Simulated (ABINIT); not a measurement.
# SiPbS3 (Pm-3m): phonons by linear response, part 3 of 4

How does SiPbS3 (Pm-3m) vibrate, and is this structure a minimum?

ABINIT 10.8.3; DFT PBEsol, scalar-relativistic, plane waves, PseudoDojo norm-conserving pseudopotentials.

So far. Step 5 (Relaxation): The volume changes by +1.1 % in this run and stands +14.0 % from the first cell. Step 7 (Zone-centre response): The acoustic modes at Γ come out as far as 1.6 cm⁻¹ from zero, where they should vanish, a small numerical error. The lowest optical mode is imaginary, 147i cm⁻¹, an instability at this level and on this k mesh. The relaxed cell has a = 4.586 Å (conventional setting).

The structure was built from a prototype and need not be the compound's stable phase.

## 8. Zone-centre analysis

anaddb reads the merged derivatives and imposes the acoustic sum rule.

anaddb.abi

```
ddb_filepath "gamma_DDB"
output_file "anaddb.abo"
outdata_prefix "anaddb"
asr 1
chneut 1
enunit 2
eivec 1
nph1l 1
qph1l 0.0 0.0 0.0 1.0
```

mrgddb.in

```
gamma_DDB
merged
2
dfpt_gammao_DDB
gso_DDB
```

Run with:

```bash
> mrgddb < mrgddb.in > mrgddb.log
> OMP_NUM_THREADS=1 anaddb anaddb.abi > anaddb.log
```

anaddb.abo, the main output file:

```text
-outvars_anaddb: echo values of input variables ----------------------

 Miscellaneous information :
      enunit         2
       eivec         1
         asr         1
 First list of wavevector (reduced coord.) :
       nph1l         1
       qph1l
                     0.00000000E+00  0.00000000E+00  0.00000000E+00    1.000E+00

================================================================================

 read the DDB information and perform some checks

  ==== Info on the Cryst% object ====
 Real(R)+Recip(G) space primitive vectors, cartesian coordinates (Bohr,Bohr^-1):
 R(1)=  8.6669169  0.0000000  0.0000000  G(1)=  0.1153813  0.0000000  0.0000000
 R(2)=  0.0000000  8.6669169  0.0000000  G(2)=  0.0000000  0.1153813  0.0000000
 R(3)=  0.0000000  0.0000000  8.6669169  G(3)=  0.0000000  0.0000000  0.1153813
 Unit cell volume ucvol=  6.5101935E+02 bohr^3
 Angles (23,13,12)=  9.00000000E+01  9.00000000E+01  9.00000000E+01 degrees
 Time-reversal symmetry is present
 Reduced atomic positions [iatom, xred, symbol]:
    1)    0.0000000  0.0000000  0.0000000  Pb
    2)    0.5000000  0.5000000  0.5000000  Si
    3)    0.5000000  0.5000000  0.0000000   S
    4)    0.5000000  0.0000000  0.5000000   S
    5)    0.0000000  0.5000000  0.5000000   S

 DDB file with 3 blocks has been read.

================================================================================

 Treat the first list of vectors

  Phonon wavevector (reduced coordinates) :  0.00000  0.00000  0.00000
 Phonon energies in Hartree :
  -6.689315E-04 -6.689315E-04 -6.689315E-04 -4.686788E-04 -4.686788E-04
  -4.686788E-04 -1.486222E-04 -1.486222E-04 -1.486222E-04  1.399135E-08
   1.415377E-08  1.463023E-08  1.384943E-03  1.384943E-03  1.384943E-03
 Phonon energies in meV     :
- -1.820255E+01 -1.820255E+01 -1.820255E+01 -1.275340E+01 -1.275340E+01
- -1.275340E+01 -4.044216E+00 -4.044216E+00 -4.044216E+00  3.807240E-04
-  3.851438E-04  3.981089E-04  3.768621E+01  3.768621E+01  3.768621E+01
 Phonon frequencies in cm-1    :
- -1.468135E+02 -1.468135E+02 -1.468135E+02 -1.028631E+02 -1.028631E+02
- -1.028631E+02 -3.261880E+01 -3.261880E+01 -3.261880E+01  3.070746E-03
-  3.106394E-03  3.210965E-03  3.039598E+02  3.039598E+02  3.039598E+02
 Phonon frequencies in Thz     :
- -4.401358E+00 -4.401358E+00 -4.401358E+00 -3.083759E+00 -3.083759E+00
- -3.083759E+00 -9.778872E-01 -9.778872E-01 -9.778872E-01  9.205865E-05
-  9.312735E-05  9.626229E-05  9.112486E+00  9.112486E+00  9.112486E+00
 Phonon energies in Kelvin  :
- -2.112319E+02 -2.112319E+02 -2.112319E+02 -1.479971E+02 -1.479971E+02
- -1.479971E+02 -4.693118E+01 -4.693118E+01 -4.693118E+01  4.418118E-03
-  4.469408E-03  4.619862E-03  4.373304E+02  4.373304E+02  4.373304E+02

 Eigendisplacements
 (will be given, for each mode : in cartesian coordinates
   for each atom the real part of the displacement vector,
   then the imaginary part of the displacement vector - absolute values smaller than 1.0d-7 are set to zero)
  Mode number    1   Energy   -6.689315E-04
 Attention : low frequency mode.
   (Could be unstable or acoustic mode)
-  1  0.00000000E+00  0.00000000E+00  4.43964777E-04
-     0.00000000E+00  0.00000000E+00  0.00000000E+00
-  2  0.00000000E+00  0.00000000E+00  2.21584473E-03
-     0.00000000E+00  0.00000000E+00  0.00000000E+00
-  3  0.00000000E+00  0.00000000E+00 -6.93803297E-06
-     0.00000000E+00  0.00000000E+00  0.00000000E+00
-  4  0.00000000E+00  0.00000000E+00 -2.40142581E-03
-     0.00000000E+00  0.00000000E+00  0.00000000E+00
-  5  0.00000000E+00  0.00000000E+00 -2.40142581E-03
-     0.00000000E+00  0.00000000E+00  0.00000000E+00
  Mode number    2   Energy   -6.689315E-04
 Attention : low frequency mode.
   (Could be unstable or acoustic mode)
-  1  0.00000000E+00  4.43964777E-04  0.00000000E+00
-     0.00000000E+00  0.00000000E+00  0.00000000E+00
-  2  0.00000000E+00  2.21584473E-03  0.00000000E+00
-     0.00000000E+00  0.00000000E+00  0.00000000E+00
-  3  0.00000000E+00 -2.40142581E-03  0.00000000E+00
-     0.00000000E+00  0.00000000E+00  0.00000000E+00
-  4  0.00000000E+00 -6.93803297E-06  0.00000000E+00
-     0.00000000E+00  0.00000000E+00  0.00000000E+00
-  5  0.00000000E+00 -2.40142581E-03  0.00000000E+00
-     0.00000000E+00  0.00000000E+00  0.00000000E+00
  Mode number    3   Energy   -6.689315E-04
 Attention : low frequency mode.
   (Could be unstable or acoustic mode)
-  1  4.43964777E-04  0.00000000E+00  0.00000000E+00
-     0.00000000E+00  0.00000000E+00  0.00000000E+00
-  2  2.21584473E-03  0.00000000E+00  0.00000000E+00
-     0.00000000E+00  0.00000000E+00  0.00000000E+00
-  3 -2.40142581E-03  0.00000000E+00  0.00000000E+00
-     0.00000000E+00  0.00000000E+00  0.00000000E+00
-  4 -2.40142581E-03  0.00000000E+00  0.00000000E+00
-     0.00000000E+00  0.00000000E+00  0.00000000E+00
-  5 -6.93803297E-06  0.00000000E+00  0.00000000E+00
-     0.00000000E+00  0.00000000E+00  0.00000000E+00
  Mode number    4   Energy   -4.686788E-04
 Attention : low frequency mode.
   (Could be unstable or acoustic mode)
-  1  0.00000000E+00  0.00000000E+00  0.00000000E+00
-     0.00000000E+00  0.00000000E+00  0.00000000E+00
-  2  0.00000000E+00  0.00000000E+00  0.00000000E+00
-     0.00000000E+00  0.00000000E+00  0.00000000E+00
-  3  0.00000000E+00  0.00000000E+00  0.00000000E+00
-     0.00000000E+00  0.00000000E+00  0.00000000E+00
-  4  0.00000000E+00  0.00000000E+00 -2.92470830E-03
-     0.00000000E+00  0.00000000E+00  0.00000000E+00
-  5  0.00000000E+00  0.00000000E+00  2.92470830E-03
-     0.00000000E+00  0.00000000E+00  0.00000000E+00
  Mode number    5   Energy   -4.686788E-04
 Attention : low frequency mode.
   (Could be unstable or acoustic mode)
-  1  0.00000000E+00  0.00000000E+00  0.00000000E+00
-     0.00000000E+00  0.00000000E+00  0.00000000E+00
-  2  0.00000000E+00  0.00000000E+00  0.00000000E+00
-     0.00000000E+00  0.00000000E+00  0.00000000E+00
-  3  0.00000000E+00 -2.92470830E-03  0.00000000E+00
-     0.00000000E+00  0.00000000E+00  0.00000000E+00
-  4  0.00000000E+00  0.00000000E+00  0.00000000E+00
-     0.00000000E+00  0.00000000E+00  0.00000000E+00
-  5  0.00000000E+00  2.92470830E-03  0.00000000E+00
-     0.00000000E+00  0.00000000E+00  0.00000000E+00
  Mode number    6   Energy   -4.686788E-04
 Attention : low frequency mode.
   (Could be unstable or acoustic mode)
-  1  0.00000000E+00  0.00000000E+00  0.00000000E+00
-     0.00000000E+00  0.00000000E+00  0.00000000E+00
-  2  0.00000000E+00  0.00000000E+00  0.00000000E+00
-     0.00000000E+00  0.00000000E+00  0.00000000E+00
-  3  2.92470830E-03  0.00000000E+00  0.00000000E+00
-     0.00000000E+00  0.00000000E+00  0.00000000E+00
-  4 -2.92470830E-03  0.00000000E+00  0.00000000E+00
-     0.00000000E+00  0.00000000E+00  0.00000000E+00
-  5  0.00000000E+00  0.00000000E+00  0.00000000E+00
-     0.00000000E+00  0.00000000E+00  0.00000000E+00
  Mode number    7   Energy   -1.486222E-04
 Attention : low frequency mode.
   (Could be unstable or acoustic mode)
-  1  0.00000000E+00  0.00000000E+00 -8.91267260E-04
-     0.00000000E+00  0.00000000E+00  0.00000000E+00
-  2  0.00000000E+00  0.00000000E+00  3.03766978E-03
-     0.00000000E+00  0.00000000E+00  0.00000000E+00
-  3  0.00000000E+00  0.00000000E+00  1.71272025E-03
-     0.00000000E+00  0.00000000E+00  0.00000000E+00
-  4  0.00000000E+00  0.00000000E+00  6.92660085E-04
-     0.00000000E+00  0.00000000E+00  0.00000000E+00
-  5  0.00000000E+00  0.00000000E+00  6.92660085E-04
-     0.00000000E+00  0.00000000E+00  0.00000000E+00
  Mode number    8   Energy   -1.486222E-04
 Attention : low frequency mode.
   (Could be unstable or acoustic mode)
-  1  0.00000000E+00  8.91267260E-04  0.00000000E+00
-     0.00000000E+00  0.00000000E+00  0.00000000E+00
-  2  0.00000000E+00 -3.03766978E-03  0.00000000E+00
-     0.00000000E+00  0.00000000E+00  0.00000000E+00
-  3  0.00000000E+00 -6.92660085E-04  0.00000000E+00
-     0.00000000E+00  0.00000000E+00  0.00000000E+00
-  4  0.00000000E+00 -1.71272025E-03  0.00000000E+00
-     0.00000000E+00  0.00000000E+00  0.00000000E+00
-  5  0.00000000E+00 -6.92660085E-04  0.00000000E+00
-     0.00000000E+00  0.00000000E+00  0.00000000E+00
  Mode number    9   Energy   -1.486222E-04
 Attention : low frequency mode.
   (Could be unstable or acoustic mode)
-  1  8.91267260E-04  0.00000000E+00  0.00000000E+00
-     0.00000000E+00  0.00000000E+00  0.00000000E+00
-  2 -3.03766978E-03  0.00000000E+00  0.00000000E+00
-     0.00000000E+00  0.00000000E+00  0.00000000E+00
-  3 -6.92660085E-04  0.00000000E+00  0.00000000E+00
-     0.00000000E+00  0.00000000E+00  0.00000000E+00
-  4 -6.92660085E-04  0.00000000E+00  0.00000000E+00
-     0.00000000E+00  0.00000000E+00  0.00000000E+00
-  5 -1.71272025E-03  0.00000000E+00  0.00000000E+00
-     0.00000000E+00  0.00000000E+00  0.00000000E+00
  Mode number   10   Energy    1.399135E-08
 Attention : low frequency mode.
   (Could be unstable or acoustic mode)
-  1  0.00000000E+00  0.00000000E+00  1.28641686E-03
-     0.00000000E+00  0.00000000E+00  0.00000000E+00
-  2  0.00000000E+00  0.00000000E+00  1.28658234E-03
-     0.00000000E+00  0.00000000E+00  0.00000000E+00
-  3  0.00000000E+00  0.00000000E+00  1.28649640E-03
-     0.00000000E+00  0.00000000E+00  0.00000000E+00
-  4  0.00000000E+00  0.00000000E+00  1.28641590E-03
-     0.00000000E+00  0.00000000E+00  0.00000000E+00
-  5  0.00000000E+00  0.00000000E+00  1.28641590E-03
-     0.00000000E+00  0.00000000E+00  0.00000000E+00
  Mode number   11   Energy    1.415377E-08
 Attention : low frequency mode.
   (Could be unstable or acoustic mode)
-  1  0.00000000E+00  1.28641686E-03  0.00000000E+00
-     0.00000000E+00  0.00000000E+00  0.00000000E+00
-  2  0.00000000E+00  1.28658234E-03  0.00000000E+00
-     0.00000000E+00  0.00000000E+00  0.00000000E+00
-  3  0.00000000E+00  1.28641590E-03  0.00000000E+00
-     0.00000000E+00  0.00000000E+00  0.00000000E+00
-  4  0.00000000E+00  1.28649640E-03  0.00000000E+00
-     0.00000000E+00  0.00000000E+00  0.00000000E+00
-  5  0.00000000E+00  1.28641590E-03  0.00000000E+00
-     0.00000000E+00  0.00000000E+00  0.00000000E+00
  Mode number   12   Energy    1.463023E-08
 Attention : low frequency mode.
   (Could be unstable or acoustic mode)
-  1  1.28641686E-03  0.00000000E+00  0.00000000E+00
-     0.00000000E+00  0.00000000E+00  0.00000000E+00
-  2  1.28658234E-03  0.00000000E+00  0.00000000E+00
-     0.00000000E+00  0.00000000E+00  0.00000000E+00
-  3  1.28641590E-03  0.00000000E+00  0.00000000E+00
-     0.00000000E+00  0.00000000E+00  0.00000000E+00
-  4  1.28641590E-03  0.00000000E+00  0.00000000E+00
-     0.00000000E+00  0.00000000E+00  0.00000000E+00
-  5  1.28649640E-03  0.00000000E+00  0.00000000E+00
-     0.00000000E+00  0.00000000E+00  0.00000000E+00
  Mode number   13   Energy    1.384943E-03
-  1  0.00000000E+00  0.00000000E+00  3.54408161E-05
-     0.00000000E+00  0.00000000E+00  0.00000000E+00
-  2  0.00000000E+00  0.00000000E+00  1.93385523E-03
-     0.00000000E+00  0.00000000E+00  0.00000000E+00
-  3  0.00000000E+00  0.00000000E+00 -3.53826306E-03
-     0.00000000E+00  0.00000000E+00  0.00000000E+00
-  4  0.00000000E+00  0.00000000E+00  8.07730661E-04
-     0.00000000E+00  0.00000000E+00  0.00000000E+00
-  5  0.00000000E+00  0.00000000E+00  8.07730661E-04
-     0.00000000E+00  0.00000000E+00  0.00000000E+00
  Mode number   14   Energy    1.384943E-03
-  1  0.00000000E+00 -3.54408161E-05  0.00000000E+00
-     0.00000000E+00  0.00000000E+00  0.00000000E+00
-  2  0.00000000E+00 -1.93385523E-03  0.00000000E+00
-     0.00000000E+00  0.00000000E+00  0.00000000E+00
-  3  0.00000000E+00 -8.07730661E-04  0.00000000E+00
-     0.00000000E+00  0.00000000E+00  0.00000000E+00
-  4  0.00000000E+00  3.53826306E-03  0.00000000E+00
-     0.00000000E+00  0.00000000E+00  0.00000000E+00
-  5  0.00000000E+00 -8.07730661E-04  0.00000000E+00
-     0.00000000E+00  0.00000000E+00  0.00000000E+00
  Mode number   15   Energy    1.384943E-03
-  1  3.54408161E-05  0.00000000E+00  0.00000000E+00
-     0.00000000E+00  0.00000000E+00  0.00000000E+00
-  2  1.93385523E-03  0.00000000E+00  0.00000000E+00
-     0.00000000E+00  0.00000000E+00  0.00000000E+00
-  3  8.07730661E-04  0.00000000E+00  0.00000000E+00
-     0.00000000E+00  0.00000000E+00  0.00000000E+00
-  4  8.07730661E-04  0.00000000E+00  0.00000000E+00
-     0.00000000E+00  0.00000000E+00  0.00000000E+00
-  5 -3.53826306E-03  0.00000000E+00  0.00000000E+00
-     0.00000000E+00  0.00000000E+00  0.00000000E+00

 Analysis of degeneracies and characters (maximum tolerance=1.00E-06 a.u.)
 For each vibration mode, or group of modes if degenerate,
 the characters are given for each symmetry operation (see the list in the log file).
 Symmetry characters of vibration mode #   1
       degenerate with vibration modes #   2 to    3
  3.0 -3.0 -1.0  1.0 -1.0  1.0 -1.0  1.0  1.0 -1.0 -1.0  1.0  1.0 -1.0 -1.0  1.0
 -0.0  0.0  0.0 -0.0  0.0 -0.0 -0.0  0.0  1.0 -1.0 -1.0  1.0 -1.0  1.0  1.0 -1.0
 -0.0  0.0  0.0 -0.0 -0.0  0.0  0.0 -0.0  1.0 -1.0  1.0 -1.0 -1.0  1.0 -1.0  1.0
 Symmetry characters of vibration mode #   4
       degenerate with vibration modes #   5 to    6
  3.0 -3.0 -1.0  1.0 -1.0  1.0 -1.0  1.0 -1.0  1.0  1.0 -1.0 -1.0  1.0  1.0 -1.0
  0.0 -0.0  0.0 -0.0 -0.0  0.0 -0.0  0.0 -1.0  1.0  1.0 -1.0  1.0 -1.0 -1.0  1.0
  0.0 -0.0 -0.0  0.0 -0.0  0.0  0.0 -0.0 -1.0  1.0 -1.0  1.0  1.0 -1.0  1.0 -1.0
 Symmetry characters of vibration mode #   7
       degenerate with vibration modes #   8 to    9
  3.0 -3.0 -1.0  1.0 -1.0  1.0 -1.0  1.0  1.0 -1.0 -1.0  1.0  1.0 -1.0 -1.0  1.0
 -0.0  0.0  0.0 -0.0 -0.0  0.0  0.0 -0.0  1.0 -1.0 -1.0  1.0 -1.0  1.0  1.0 -1.0
 -0.0  0.0 -0.0  0.0  0.0 -0.0  0.0 -0.0  1.0 -1.0  1.0 -1.0 -1.0  1.0 -1.0  1.0
 Symmetry characters of vibration mode #  10
       degenerate with vibration modes #  11 to   12
  3.0 -3.0 -1.0  1.0 -1.0  1.0 -1.0  1.0  1.0 -1.0 -1.0  1.0  1.0 -1.0 -1.0  1.0
  0.0 -0.0  0.0 -0.0  0.0 -0.0 -0.0  0.0  1.0 -1.0 -1.0  1.0 -1.0  1.0  1.0 -1.0
  0.0 -0.0  0.0 -0.0 -0.0  0.0  0.0 -0.0  1.0 -1.0  1.0 -1.0 -1.0  1.0 -1.0  1.0
 Symmetry characters of vibration mode #  13
       degenerate with vibration modes #  14 to   15
  3.0 -3.0 -1.0  1.0 -1.0  1.0 -1.0  1.0  1.0 -1.0 -1.0  1.0  1.0 -1.0 -1.0  1.0
 -0.0  0.0 -0.0  0.0  0.0 -0.0  0.0 -0.0  1.0 -1.0 -1.0  1.0 -1.0  1.0  1.0 -1.0
 -0.0  0.0  0.0 -0.0  0.0 -0.0 -0.0  0.0  1.0 -1.0  1.0 -1.0 -1.0  1.0 -1.0  1.0
-
```

Wall time 0.51 s (1 thread of Arm Neoverse V1, shared host).

Numbers from this step:

- highest optical zone-centre mode (no LO-TO term): 304.0 cm⁻¹

No LO-TO term; unit eigenvectors of the mass-weighted matrix, from anaddb's displacements. The modes at Γ (shares of kinetic energy by element, %) (negative means imaginary):

```tsv
mode	frequency (cm⁻¹)	symmetry	Pb %	Si %	S %
1	-146.8	T1u	7	25	67
2	-146.8	T1u	7	25	67
3	-146.8	T1u	7	25	67
4	-102.9	T2u	0	0	100
5	-102.9	T2u	0	0	100
6	-102.9	T2u	0	0	100
7	-32.6	T1u	30	47	23
8	-32.6	T1u	30	47	23
9	-32.6	T1u	30	47	23
10	0.0	acoustic	63	8	29
11	0.0	acoustic	63	8	29
12	0.0	acoustic	63	8	29
13	304.0	T1u	0	19	81
14	304.0	T1u	0	19	81
15	304.0	T1u	0	19	81
```

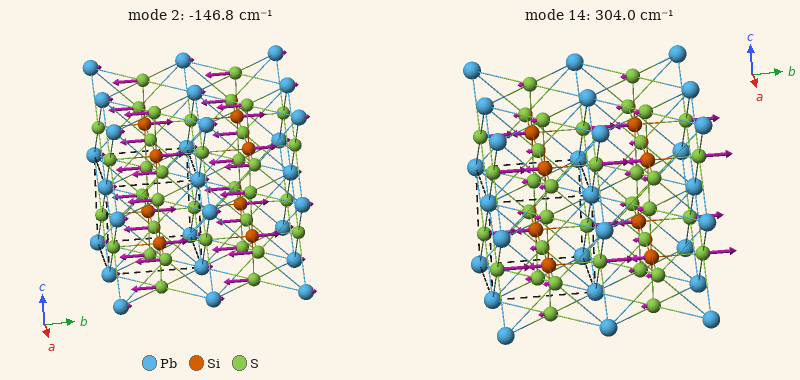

Displacement patterns of modes 2 and 14 at Γ; arrows are exaggerated. 2×2×2 cells are drawn. Some periodic images of atoms are drawn too.

The rule moves no optical mode by more than 0.1 cm⁻¹.

(Continued in part 4 of 4.)

[Host names and launcher messages were left out of these logs when they were recorded.]

[Logs are printed without paths, hosts, clocks, repeated set-up lines and the standing remarks that a program may print on its own settings, such as how far it seeks lower states.]

[Hosts, paths, dates, database ids (printed as entryN), source tags and the programs' standing remarks are cut or masked in the printed files.]
